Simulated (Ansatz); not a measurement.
# SiH₅ (doublet): wB97M-V, B2PLYP, RPA-PBE over a scan of the distance Si1–H5 along a hydrogen transfer, cc-pVTZ, part 1 of 2

How well do these functionals follow the top wave-function level for SiH₅ (doublet) over a scan of the distance Si1–H5 along a hydrogen transfer?

The runs use Ansatz 0.2.0, Gaussian basis; cc-pVTZ, all electrons in the functionals, frozen cores in the correlation of double hybrids and RPA.

Plan: wB97M-V, B2PLYP, RPA-PBE, at 1.485 Å; 1.528 Å; 1.613 Å; 1.699 Å; 1.785 Å.

## Step 1: The system

The geometry derives from fragments relaxed apart (PBE0/def2-TZVP) and kept rigid, so it is no stationary point. A hydrogen atom is moved between rigid fragments.

6 atoms, charge 0, spin multiplicity 2.

Atoms are counted from 1 here; the program's logs count them from 0.

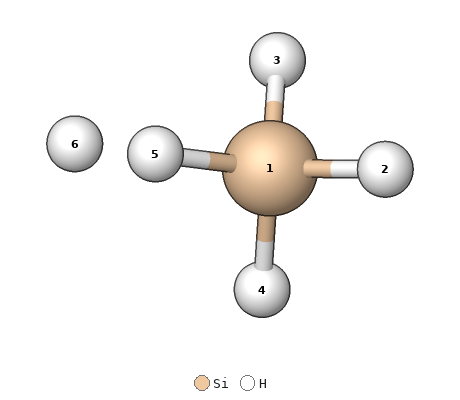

The structure; silicon light orange, hydrogen white; atoms are numbered from 1 in the order of the file.

No dispersion term is added; wB97M-V holds VV10 nonlocal correlation.

The geometry shown and the zero of energy belong to the point 1.485 Å. The yardstick, UCCSDT(Q), and other wave-function levels (R restricted, U unrestricted, valence and pair active spaces) come from earlier runs.

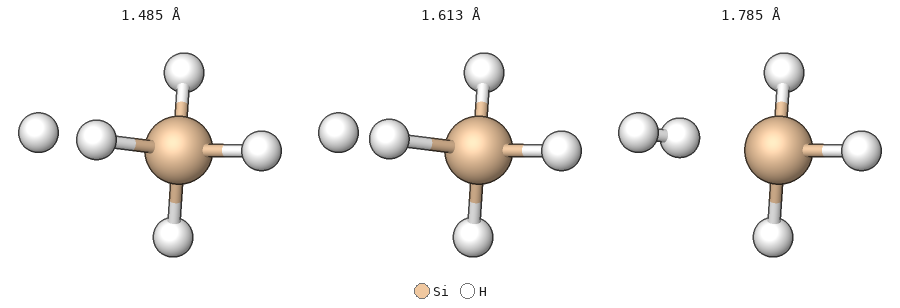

Three points of the scan; sticks are drawn by distance.

## Step 2: wB97M-V, 1.485 Å

in.yaml reads:

```yaml
crystal:
  periodic: [false, false, false]
  atoms:
    - {symbol: Si, position_ang: [-0.076983, 0.000000, 0.000000]}
    - {symbol: H, position_ang: [-0.571855, 1.399708, 0.000000]}
    - {symbol: H, position_ang: [-0.571855, -0.699854, 1.212183]}
    - {symbol: H, position_ang: [-0.571855, -0.699854, -1.212183]}
    - {symbol: H, position_ang: [1.407632, 0.000000, 0.000000]}
    - {symbol: H, position_ang: [2.453017, 0.000000, 0.000000]}
basis:
  gaussian: {orbitals: cc-pVTZ}
magnetization: {spin_polarized: true, initial_magnetization: 1}
hamiltonian: {xc: {name: wB97M-V}}
output: {orbitals: {seedname: orbitals}}
```

Launch:

```sh
$ ansatz run in.yaml --threads 2 --pin off --events-out ev --progress --plain --max-ram 24576MiB --backend cuda --devices 0, --max-vram 18GiB
```

Log:

```text
Functional definition: wB97M-V
  name "wB97M-V"
  cite "Mardirossian & Head-Gordon, J. Chem. Phys. 144, 214110 (2016) doi:10.1063/1.4952647"
  cite "Becke, J. Chem. Phys. 107, 8554 (1997) doi:10.1063/1.475007"
  cite "Vydrov & Van Voorhis, J. Chem. Phys. 133, 244103 (2010) doi:10.1063/1.3521275"
  # Of w^i u^j: cxij and so on, Table III.
  parameter omega = 0.3/bohr
  parameter cx = 0.15
  parameter cx01 = 1.007
  parameter cx10 = 0.259
  parameter css00 = 0.443
  parameter css04 = -1.437
  parameter css10 = -4.535
  parameter css20 = -3.390
  parameter css43 = 4.278
  parameter cos00 = 1.000
  parameter cos10 = 1.358
  parameter cos20 = 2.924
  parameter cos21 = -8.812
  parameter cos60 = -1.390
  parameter cos61 = 9.142
  parameter b = 6.0
  parameter c = 0.01
  gx(w, u) = 1 - cx + cx01*u + cx10*w
  gss(w, u) = css00 + css04*u^4 + css10*w + css20*w^2 + css43*w^4*u^3
  gos(w, u) = cos00 + cos10*w + (cos20 + cos21*u)*w^2 + (cos60 + cos61*u)*w^6
  exchange = spin_sum(e_x_unif_sr(omega)*gx(b97_w, b97_u_x)) + cx*exact_x_sr(omega) + exact_x_lr(omega)
  correlation = spin_sum(e_c_pw_mod_same_spin*gss(b97_w, b97_u_same))
      + integral(e_c_pw_mod_opposite_spin*gos(b97_w_opposite, b97_u_opposite)) + vv10(b, c)
584 factors; their error is unknown
157 factors; integrals over basis functions are off by at most 2.2e-5 eV
mean field evaluation 1: about -7954.3985 eV, gradient 5.0e0 eV
mean field evaluation 2: about -7954.6426 eV, gradient 1.3e0 eV
mean field evaluation 4: about -7954.6833 eV, gradient 1.7e-1 eV
mean field evaluation 8: about -7954.7002 eV, gradient 1.8e-2 eV
mean field evaluation 16: about -7954.7002 eV, gradient 6.5e-5 eV
mean field -7954.70024646 eV, -292.3298421679 hartree, gradient 6.5e-5 eV, S^2 0.753625; 0 other end points of the search recorded, 0 dependent functions left out
reference -7954.70028903 eV, -292.3298437323 hartree; 10, 9 occupied and 94, 95 virtual orbitals, 584 factors
Total energy: -7954.70028903 eV, -292.3298437323 hartree
```

Run time: 5 s. Hardware: 1 × H100 (card shared with other runs) with 2 threads of AMD EPYC 7R13, shared host; peak host memory 0.84 GiB.

From the report: ⟨S²⟩ of the determinant 0.754 (pure doublet: 0.75).

## Step 3: wB97M-V, 1.528 Å

in.yaml reads:

```yaml
crystal:
  periodic: [false, false, false]
  atoms:
    - {symbol: Si, position_ang: [-0.078303, 0.000000, 0.000000]}
    - {symbol: H, position_ang: [-0.573175, 1.399708, 0.000000]}
    - {symbol: H, position_ang: [-0.573175, -0.699854, 1.212183]}
    - {symbol: H, position_ang: [-0.573175, -0.699854, -1.212183]}
    - {symbol: H, position_ang: [1.449697, 0.000000, 0.000000]}
    - {symbol: H, position_ang: [2.451697, 0.000000, 0.000000]}
basis:
  gaussian: {orbitals: cc-pVTZ}
magnetization: {spin_polarized: true, initial_magnetization: 1}
hamiltonian: {xc: {name: wB97M-V}}
output: {orbitals: {seedname: orbitals}}
```

The command is unchanged.

Log:

```text
Functional definition: wB97M-V
  name "wB97M-V"
  cite "Mardirossian & Head-Gordon, J. Chem. Phys. 144, 214110 (2016) doi:10.1063/1.4952647"
  cite "Becke, J. Chem. Phys. 107, 8554 (1997) doi:10.1063/1.475007"
  cite "Vydrov & Van Voorhis, J. Chem. Phys. 133, 244103 (2010) doi:10.1063/1.3521275"
  # Of w^i u^j: cxij and so on, Table III.
  parameter omega = 0.3/bohr
  parameter cx = 0.15
  parameter cx01 = 1.007
  parameter cx10 = 0.259
  parameter css00 = 0.443
  parameter css04 = -1.437
  parameter css10 = -4.535
  parameter css20 = -3.390
  parameter css43 = 4.278
  parameter cos00 = 1.000
  parameter cos10 = 1.358
  parameter cos20 = 2.924
  parameter cos21 = -8.812
  parameter cos60 = -1.390
  parameter cos61 = 9.142
  parameter b = 6.0
  parameter c = 0.01
  gx(w, u) = 1 - cx + cx01*u + cx10*w
  gss(w, u) = css00 + css04*u^4 + css10*w + css20*w^2 + css43*w^4*u^3
  gos(w, u) = cos00 + cos10*w + (cos20 + cos21*u)*w^2 + (cos60 + cos61*u)*w^6
  exchange = spin_sum(e_x_unif_sr(omega)*gx(b97_w, b97_u_x)) + cx*exact_x_sr(omega) + exact_x_lr(omega)
  correlation = spin_sum(e_c_pw_mod_same_spin*gss(b97_w, b97_u_same))
      + integral(e_c_pw_mod_opposite_spin*gos(b97_w_opposite, b97_u_opposite)) + vv10(b, c)
584 factors; their error is unknown
157 factors; integrals over basis functions are off by at most 2.3e-5 eV
mean field evaluation 1: about -7954.4724 eV, gradient 5.0e0 eV
mean field evaluation 2: about -7954.7038 eV, gradient 1.3e0 eV
mean field evaluation 4: about -7954.7397 eV, gradient 1.8e-1 eV
mean field evaluation 8: about -7954.7568 eV, gradient 2.0e-2 eV
mean field evaluation 16: about -7954.7568 eV, gradient 7.7e-5 eV
mean field -7954.75679026 eV, -292.3319201142 hartree, gradient 7.7e-5 eV, S^2 0.754010; 0 other end points of the search recorded, 0 dependent functions left out
reference -7954.75683284 eV, -292.3319216789 hartree; 10, 9 occupied and 94, 95 virtual orbitals, 584 factors
Total energy: -7954.75683284 eV, -292.3319216789 hartree
```

It took 6 s on 1 × H100 (card shared with other runs) with 2 threads of AMD EPYC 7R13, shared host; peak host memory 0.84 GiB.

From the report: ⟨S²⟩ of the determinant 0.754 (pure doublet: 0.75).

From 1.485 Å: -5.5 kJ/mol.

## Step 4: wB97M-V, 1.613 Å

in.yaml reads:

```yaml
crystal:
  periodic: [false, false, false]
  atoms:
    - {symbol: Si, position_ang: [-0.080890, 0.000000, 0.000000]}
    - {symbol: H, position_ang: [-0.575762, 1.399708, 0.000000]}
    - {symbol: H, position_ang: [-0.575761, -0.699854, 1.212183]}
    - {symbol: H, position_ang: [-0.575762, -0.699854, -1.212183]}
    - {symbol: H, position_ang: [1.532110, 0.000000, 0.000000]}
    - {symbol: H, position_ang: [2.449110, 0.000000, 0.000000]}
basis:
  gaussian: {orbitals: cc-pVTZ}
magnetization: {spin_polarized: true, initial_magnetization: 1}
hamiltonian: {xc: {name: wB97M-V}}
output: {forces: true, orbitals: {seedname: orbitals}}
```

The command is unchanged.

Log:

```text
Functional definition: wB97M-V
  name "wB97M-V"
  cite "Mardirossian & Head-Gordon, J. Chem. Phys. 144, 214110 (2016) doi:10.1063/1.4952647"
  cite "Becke, J. Chem. Phys. 107, 8554 (1997) doi:10.1063/1.475007"
  cite "Vydrov & Van Voorhis, J. Chem. Phys. 133, 244103 (2010) doi:10.1063/1.3521275"
  # Of w^i u^j: cxij and so on, Table III.
  parameter omega = 0.3/bohr
  parameter cx = 0.15
  parameter cx01 = 1.007
  parameter cx10 = 0.259
  parameter css00 = 0.443
  parameter css04 = -1.437
  parameter css10 = -4.535
  parameter css20 = -3.390
  parameter css43 = 4.278
  parameter cos00 = 1.000
  parameter cos10 = 1.358
  parameter cos20 = 2.924
  parameter cos21 = -8.812
  parameter cos60 = -1.390
  parameter cos61 = 9.142
  parameter b = 6.0
  parameter c = 0.01
  gx(w, u) = 1 - cx + cx01*u + cx10*w
  gss(w, u) = css00 + css04*u^4 + css10*w + css20*w^2 + css43*w^4*u^3
  gos(w, u) = cos00 + cos10*w + (cos20 + cos21*u)*w^2 + (cos60 + cos61*u)*w^6
  exchange = spin_sum(e_x_unif_sr(omega)*gx(b97_w, b97_u_x)) + cx*exact_x_sr(omega) + exact_x_lr(omega)
  correlation = spin_sum(e_c_pw_mod_same_spin*gss(b97_w, b97_u_same))
      + integral(e_c_pw_mod_opposite_spin*gos(b97_w_opposite, b97_u_opposite)) + vv10(b, c)
584 factors; their error is unknown
157 factors; integrals over basis functions are off by at most 1.8e-5 eV
mean field evaluation 1: about -7954.5983 eV, gradient 5.0e0 eV
mean field evaluation 2: about -7954.8083 eV, gradient 1.2e0 eV
mean field evaluation 4: about -7954.8341 eV, gradient 1.7e-1 eV
mean field evaluation 8: about -7954.8506 eV, gradient 2.2e-2 eV
mean field evaluation 16: about -7954.8506 eV, gradient 2.6e-5 eV
mean field -7954.85056423 eV, -292.3353662441 hartree, gradient 2.6e-5 eV, S^2 0.754243; 0 other end points of the search recorded, 0 dependent functions left out
the calculation of the forces begins
reference -7954.85060685 eV, -292.3353678103 hartree; 10, 9 occupied and 94, 95 virtual orbitals, 584 factors
Total energy: -7954.85060685 eV, -292.3353678103 hartree
Atom 0 at    -0.080890     0.000000     0.000000 Å, force    -1.582119     0.000019     0.000000 eV/Å
Atom 1 at    -0.575762     1.399708     0.000000 Å, force     0.060130    -0.047269    -0.000000 eV/Å
Atom 2 at    -0.575761    -0.699854     1.212183 Å, force     0.060165     0.023638    -0.040966 eV/Å
Atom 3 at    -0.575762    -0.699854    -1.212183 Å, force     0.060165     0.023638     0.040966 eV/Å
Atom 4 at     1.532110     0.000000     0.000000 Å, force     1.037163    -0.000024    -0.000000 eV/Å
Atom 5 at     2.449110     0.000000     0.000000 Å, force     0.364496    -0.000002    -0.000000 eV/Å
Dipole moment:    -0.037971    -0.000004     0.000000 e Å
```

It took 6 s on 1 × H100 (card shared with other runs) with 2 threads of AMD EPYC 7R13, shared host; peak host memory 0.84 GiB.

From the report: ⟨S²⟩ of the determinant 0.754 (pure doublet: 0.75).

From 1.485 Å: -14.5 kJ/mol.

## Step 5: wB97M-V, 1.699 Å

in.yaml reads:

```yaml
crystal:
  periodic: [false, false, false]
  atoms:
    - {symbol: Si, position_ang: [-0.083507, 0.000000, 0.000000]}
    - {symbol: H, position_ang: [-0.578378, 1.399708, 0.000000]}
    - {symbol: H, position_ang: [-0.578378, -0.699854, 1.212183]}
    - {symbol: H, position_ang: [-0.578379, -0.699854, -1.212183]}
    - {symbol: H, position_ang: [1.615493, 0.000000, 0.000000]}
    - {symbol: H, position_ang: [2.446493, 0.000000, 0.000000]}
basis:
  gaussian: {orbitals: cc-pVTZ}
magnetization: {spin_polarized: true, initial_magnetization: 1}
hamiltonian: {xc: {name: wB97M-V}}
output: {forces: true, orbitals: {seedname: orbitals}}
```

The command is unchanged.

Log:

```text
Functional definition: wB97M-V
  name "wB97M-V"
  cite "Mardirossian & Head-Gordon, J. Chem. Phys. 144, 214110 (2016) doi:10.1063/1.4952647"
  cite "Becke, J. Chem. Phys. 107, 8554 (1997) doi:10.1063/1.475007"
  cite "Vydrov & Van Voorhis, J. Chem. Phys. 133, 244103 (2010) doi:10.1063/1.3521275"
  # Of w^i u^j: cxij and so on, Table III.
  parameter omega = 0.3/bohr
  parameter cx = 0.15
  parameter cx01 = 1.007
  parameter cx10 = 0.259
  parameter css00 = 0.443
  parameter css04 = -1.437
  parameter css10 = -4.535
  parameter css20 = -3.390
  parameter css43 = 4.278
  parameter cos00 = 1.000
  parameter cos10 = 1.358
  parameter cos20 = 2.924
  parameter cos21 = -8.812
  parameter cos60 = -1.390
  parameter cos61 = 9.142
  parameter b = 6.0
  parameter c = 0.01
  gx(w, u) = 1 - cx + cx01*u + cx10*w
  gss(w, u) = css00 + css04*u^4 + css10*w + css20*w^2 + css43*w^4*u^3
  gos(w, u) = cos00 + cos10*w + (cos20 + cos21*u)*w^2 + (cos60 + cos61*u)*w^6
  exchange = spin_sum(e_x_unif_sr(omega)*gx(b97_w, b97_u_x)) + cx*exact_x_sr(omega) + exact_x_lr(omega)
  correlation = spin_sum(e_c_pw_mod_same_spin*gss(b97_w, b97_u_same))
      + integral(e_c_pw_mod_opposite_spin*gos(b97_w_opposite, b97_u_opposite)) + vv10(b, c)
584 factors; their error is unknown
157 factors; integrals over basis functions are off by at most 1.7e-5 eV
mean field evaluation 1: about -7954.6971 eV, gradient 5.1e0 eV
mean field evaluation 2: about -7954.8955 eV, gradient 1.0e0 eV
mean field evaluation 4: about -7954.9138 eV, gradient 1.3e-1 eV
mean field evaluation 8: about -7954.9292 eV, gradient 1.9e-2 eV
mean field evaluation 16: about -7954.9292 eV, gradient 7.9e-5 eV
mean field -7954.92919097 eV, -292.3382557234 hartree, gradient 7.9e-5 eV, S^2 0.753604; 0 other end points of the search recorded, 0 dependent functions left out
the calculation of the forces begins
reference -7954.92923362 eV, -292.3382572909 hartree; 10, 9 occupied and 94, 95 virtual orbitals, 584 factors
Total energy: -7954.92923362 eV, -292.3382572909 hartree
Atom 0 at    -0.083507     0.000000     0.000000 Å, force    -1.607679     0.000008     0.000000 eV/Å
Atom 1 at    -0.578378     1.399708     0.000000 Å, force     0.052502    -0.031508    -0.000000 eV/Å
Atom 2 at    -0.578378    -0.699854     1.212183 Å, force     0.052541     0.015763    -0.027324 eV/Å
Atom 3 at    -0.578379    -0.699854    -1.212183 Å, force     0.052541     0.015763     0.027324 eV/Å
Atom 4 at     1.615493     0.000000     0.000000 Å, force     0.696101    -0.000023    -0.000000 eV/Å
Atom 5 at     2.446493     0.000000     0.000000 Å, force     0.753994    -0.000003    -0.000000 eV/Å
Dipole moment:     0.030608    -0.000004    -0.000000 e Å
```

It took 7.5 s on 1 × H100 (card shared with other runs) with 2 threads of AMD EPYC 7R13, shared host; peak host memory 0.84 GiB.

From the report: ⟨S²⟩ of the determinant 0.754 (pure doublet: 0.75).

From 1.485 Å: -22.1 kJ/mol.

## Step 6: wB97M-V, 1.785 Å

in.yaml reads:

```yaml
crystal:
  periodic: [false, false, false]
  atoms:
    - {symbol: Si, position_ang: [-0.086124, 0.000000, 0.000000]}
    - {symbol: H, position_ang: [-0.580995, 1.399708, 0.000000]}
    - {symbol: H, position_ang: [-0.580995, -0.699854, 1.212183]}
    - {symbol: H, position_ang: [-0.580995, -0.699854, -1.212183]}
    - {symbol: H, position_ang: [1.698876, 0.000000, 0.000000]}
    - {symbol: H, position_ang: [2.443876, 0.000000, 0.000000]}
basis:
  gaussian: {orbitals: cc-pVTZ}
magnetization: {spin_polarized: true, initial_magnetization: 1}
hamiltonian: {xc: {name: wB97M-V}}
output: {forces: true, orbitals: {seedname: orbitals}}
```

Launched as before.

Log:

```text
Functional definition: wB97M-V
  name "wB97M-V"
  cite "Mardirossian & Head-Gordon, J. Chem. Phys. 144, 214110 (2016) doi:10.1063/1.4952647"
  cite "Becke, J. Chem. Phys. 107, 8554 (1997) doi:10.1063/1.475007"
  cite "Vydrov & Van Voorhis, J. Chem. Phys. 133, 244103 (2010) doi:10.1063/1.3521275"
  # Of w^i u^j: cxij and so on, Table III.
  parameter omega = 0.3/bohr
  parameter cx = 0.15
  parameter cx01 = 1.007
  parameter cx10 = 0.259
  parameter css00 = 0.443
  parameter css04 = -1.437
  parameter css10 = -4.535
  parameter css20 = -3.390
  parameter css43 = 4.278
  parameter cos00 = 1.000
  parameter cos10 = 1.358
  parameter cos20 = 2.924
  parameter cos21 = -8.812
  parameter cos60 = -1.390
  parameter cos61 = 9.142
  parameter b = 6.0
  parameter c = 0.01
  gx(w, u) = 1 - cx + cx01*u + cx10*w
  gss(w, u) = css00 + css04*u^4 + css10*w + css20*w^2 + css43*w^4*u^3
  gos(w, u) = cos00 + cos10*w + (cos20 + cos21*u)*w^2 + (cos60 + cos61*u)*w^6
  exchange = spin_sum(e_x_unif_sr(omega)*gx(b97_w, b97_u_x)) + cx*exact_x_sr(omega) + exact_x_lr(omega)
  correlation = spin_sum(e_c_pw_mod_same_spin*gss(b97_w, b97_u_same))
      + integral(e_c_pw_mod_opposite_spin*gos(b97_w_opposite, b97_u_opposite)) + vv10(b, c)
584 factors; their error is unknown
157 factors; integrals over basis functions are off by at most 2.2e-5 eV
mean field evaluation 1: about -7954.7116 eV, gradient 5.3e0 eV
mean field evaluation 2: about -7954.9113 eV, gradient 1.0e0 eV
mean field evaluation 4: about -7954.9264 eV, gradient 1.1e-1 eV
mean field evaluation 8: about -7954.9412 eV, gradient 1.4e-2 eV
mean field evaluation 16: about -7954.9412 eV, gradient 3.2e-5 eV
mean field -7954.94124044 eV, -292.3386985335 hartree, gradient 3.2e-5 eV, S^2 0.752588; 0 other end points of the search recorded, 0 dependent functions left out
the calculation of the forces begins
reference -7954.94128302 eV, -292.3387000979 hartree; 10, 9 occupied and 94, 95 virtual orbitals, 584 factors
Total energy: -7954.94128302 eV, -292.3387000979 hartree
Atom 0 at    -0.086124     0.000000     0.000000 Å, force    -1.705474     0.000005     0.000000 eV/Å
Atom 1 at    -0.580995     1.399708     0.000000 Å, force     0.043609    -0.017572     0.000000 eV/Å
Atom 2 at    -0.580995    -0.699854     1.212183 Å, force     0.043650     0.008795    -0.015256 eV/Å
Atom 3 at    -0.580995    -0.699854    -1.212183 Å, force     0.043650     0.008795     0.015256 eV/Å
Atom 4 at     1.698876     0.000000     0.000000 Å, force    -0.660800    -0.000019     0.000000 eV/Å
Atom 5 at     2.443876     0.000000     0.000000 Å, force     2.235365    -0.000005     0.000000 eV/Å
Dipole moment:     0.096646    -0.000004    -0.000000 e Å
```

Run time: 6.5 s. Hardware: 1 × H100 (card shared with other runs) with 2 threads of AMD EPYC 7R13, shared host; peak host memory 0.84 GiB.

From the report: ⟨S²⟩ of the determinant 0.753 (pure doublet: 0.75).

From 1.485 Å: -23.3 kJ/mol.

## Step 7: B2PLYP, 1.485 Å

in.yaml reads:

```yaml
crystal:
  periodic: [false, false, false]
  atoms:
    - {symbol: Si, position_ang: [-0.076983, 0.000000, 0.000000]}
    - {symbol: H, position_ang: [-0.571855, 1.399708, 0.000000]}
    - {symbol: H, position_ang: [-0.571855, -0.699854, 1.212183]}
    - {symbol: H, position_ang: [-0.571855, -0.699854, -1.212183]}
    - {symbol: H, position_ang: [1.407632, 0.000000, 0.000000]}
    - {symbol: H, position_ang: [2.453017, 0.000000, 0.000000]}
basis:
  gaussian: {orbitals: cc-pVTZ}
magnetization: {spin_polarized: true, initial_magnetization: 1}
hamiltonian: {xc: {name: B2PLYP}}
correlation: {electrons: outside_noble_gas}
```

The command is unchanged.

Log:

```text
Functional definition: B2PLYP
  name "B2PLYP"
  cite "Grimme, J. Chem. Phys. 124, 034108 (2006) doi:10.1063/1.2148954"
  cite "Becke, Phys. Rev. A 38, 3098 (1988) doi:10.1103/PhysRevA.38.3098"
  cite "Lee, Yang & Parr, Phys. Rev. B 37, 785 (1988) doi:10.1103/PhysRevB.37.785"
  parameter a = 0.53
  parameter c = 0.27
  exchange = (1 - a)*b88_x + a*exact_x
  correlation = (1 - c)*lyp_c + c*(mp2_os + mp2_ss)
573 factors; integrals over basis functions are off by at most 1.4e-3 eV
mean field evaluation 1: about -7950.7133 eV, gradient 5.4e0 eV
mean field evaluation 2: about -7950.7543 eV, gradient 5.4e0 eV
mean field evaluation 4: about -7951.1142 eV, gradient 8.0e-1 eV
mean field evaluation 8: about -7951.1222 eV, gradient 1.8e-2 eV
mean field evaluation 16: about -7951.1222 eV, gradient 1.8e-5 eV
mean field -7951.12219454 eV, -292.1983511853 hartree, gradient 5.5e-6 eV, S^2 0.758579; 0 other end points of the search recorded, 0 dependent functions left out
5 core orbitals not correlated: weight in the atoms' cores, before any rotation towards them, 1.000 or more for the frozen orbitals, at most 0.000 for the correlated occupied ones
reference -7951.12233978 eV, -292.1983565225 hartree; 5, 4 occupied and 94, 95 virtual orbitals, 573 factors
second order -5.18935359 eV of doubles, -0.00000000 eV of singles
Total energy: -7952.52346524 eV, -292.2498469337 hartree
```

Run time: 4.4 s. Hardware: 1 × H100 (card shared with other runs) with 2 threads of AMD EPYC 7R13, shared host; peak host memory 0.77 GiB.

From the report: ⟨S²⟩ of the determinant 0.759 (pure doublet: 0.75).

## Step 8: B2PLYP, 1.528 Å

in.yaml reads:

```yaml
crystal:
  periodic: [false, false, false]
  atoms:
    - {symbol: Si, position_ang: [-0.078303, 0.000000, 0.000000]}
    - {symbol: H, position_ang: [-0.573175, 1.399708, 0.000000]}
    - {symbol: H, position_ang: [-0.573175, -0.699854, 1.212183]}
    - {symbol: H, position_ang: [-0.573175, -0.699854, -1.212183]}
    - {symbol: H, position_ang: [1.449697, 0.000000, 0.000000]}
    - {symbol: H, position_ang: [2.451697, 0.000000, 0.000000]}
basis:
  gaussian: {orbitals: cc-pVTZ}
magnetization: {spin_polarized: true, initial_magnetization: 1}
hamiltonian: {xc: {name: B2PLYP}}
correlation: {electrons: outside_noble_gas}
```

Same command.

Log:

```text
Functional definition: B2PLYP
  name "B2PLYP"
  cite "Grimme, J. Chem. Phys. 124, 034108 (2006) doi:10.1063/1.2148954"
  cite "Becke, Phys. Rev. A 38, 3098 (1988) doi:10.1103/PhysRevA.38.3098"
  cite "Lee, Yang & Parr, Phys. Rev. B 37, 785 (1988) doi:10.1103/PhysRevB.37.785"
  parameter a = 0.53
  parameter c = 0.27
  exchange = (1 - a)*b88_x + a*exact_x
  correlation = (1 - c)*lyp_c + c*(mp2_os + mp2_ss)
573 factors; integrals over basis functions are off by at most 1.5e-3 eV
mean field evaluation 1: about -7950.7785 eV, gradient 5.3e0 eV
mean field evaluation 2: about -7950.8193 eV, gradient 5.4e0 eV
mean field evaluation 4: about -7951.1579 eV, gradient 7.8e-1 eV
mean field evaluation 8: about -7951.1658 eV, gradient 1.8e-2 eV
mean field evaluation 16: about -7951.1658 eV, gradient 2.0e-5 eV
mean field -7951.16576203 eV, -292.1999522607 hartree, gradient 5.8e-6 eV, S^2 0.759804; 0 other end points of the search recorded, 0 dependent functions left out
5 core orbitals not correlated: weight in the atoms' cores, before any rotation towards them, 1.000 or more for the frozen orbitals, at most 0.000 for the correlated occupied ones
reference -7951.16590704 eV, -292.1999575898 hartree; 5, 4 occupied and 94, 95 virtual orbitals, 573 factors
second order -5.22290728 eV of doubles, -0.00000000 eV of singles
Total energy: -7952.57609200 eV, -292.2517809314 hartree
```

Wall time 2.5 s (1 × H100 (card shared with other runs) with 2 threads of AMD EPYC 7R13, shared host); peak host memory 0.76 GiB.

From the report: ⟨S²⟩ of the determinant 0.760 (pure doublet: 0.75).

From 1.485 Å: -5.1 kJ/mol.

(Continued in part 2 of 2.)
